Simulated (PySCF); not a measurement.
# Cl3H3NTl (Tl(Cl)3(NH3)): the cost of one run

Method: several levels, as the steps say, no spin–orbit coupling; program: PySCF 2.14.0.

1 further run of the same task is left out (for a known fault of the program).

### Step 1. Where the work starts

8 atoms, charge 0, spin multiplicity 1.

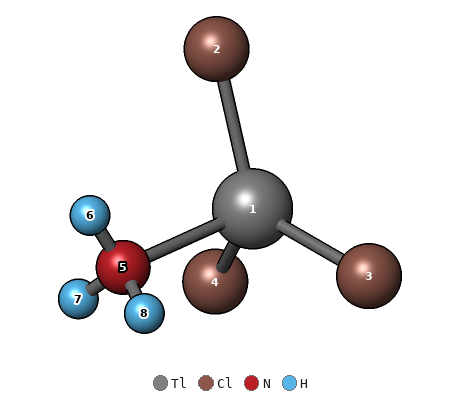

The geometry (thallium grey, chlorine brown, nitrogen red, hydrogen blue); atoms are numbered from 1 in the order of the file.

As a file:

```
Tl    0.02051   -0.02051    0.02051
Cl    1.00483    1.77647    1.30232
Cl   -1.77647   -1.30232    1.00483
Cl    1.30232   -1.00483   -1.77647
N    -1.37920    1.37920   -1.37920
H    -1.37043    2.34162   -1.03938
H    -1.03938    1.37043   -2.34162
H    -2.34162    1.03938   -1.37043
```

Formal oxidation states: Tl +3. An earlier session relaxed this geometry at PBE0, Tl def2-SVP with ECP60, Cl def2-SVP, N def2-SVP, H def2-SVP (singlet, point group C3).

At PBE0 on the finer grid: E = -1608.796749 Eh, HOMO -8.51 eV, LUMO -3.00 eV, Mulliken charge on Tl1 +0.60 e, largest force component 0.020 eV/Å. 

Levels to run: TPSSh; BLYP; PBE0, TZVP. Hardware: 2 threads of Arm Neoverse V2, shared host.

### Step 2. TPSSh

run.py (the lines that set the calculation)

```python
mol = gto.M(atom='''
Tl     0.02051    -0.02051     0.02051
Cl     1.00483     1.77647     1.30232
Cl    -1.77647    -1.30232     1.00483
Cl     1.30232    -1.00483    -1.77647
N     -1.37920     1.37920    -1.37920
H     -1.37043     2.34162    -1.03938
H     -1.03938     1.37043    -2.34162
H     -2.34162     1.03938    -1.37043''',
    basis={'Tl': 'def2-SVP', 'Cl': 'def2-SVP', 'N': 'def2-SVP', 'H': 'def2-SVP'},
    ecp={'Tl': 'def2-SVP'},
    charge=0, spin=0)
mf = dft.RKS(mol, xc='TPSSH')
mf.grids.atom_grid = (75, 302)
mf = mf.density_fit()  # fitting sets: Tl def2-universal-JKFIT, Cl def2-universal-JKFIT, N def2-universal-JKFIT, H def2-universal-JKFIT
mf.conv_tol = 1e-08; mf.max_cycle = 55
mf.kernel(dm0)  # dm0: the density of the relaxed state
```

Command:

```bash
> OMP_NUM_THREADS=2 python run.py
```

**Question.** How long does this run take on 2 threads of Arm Neoverse V2, shared host?

About 8.7 s.
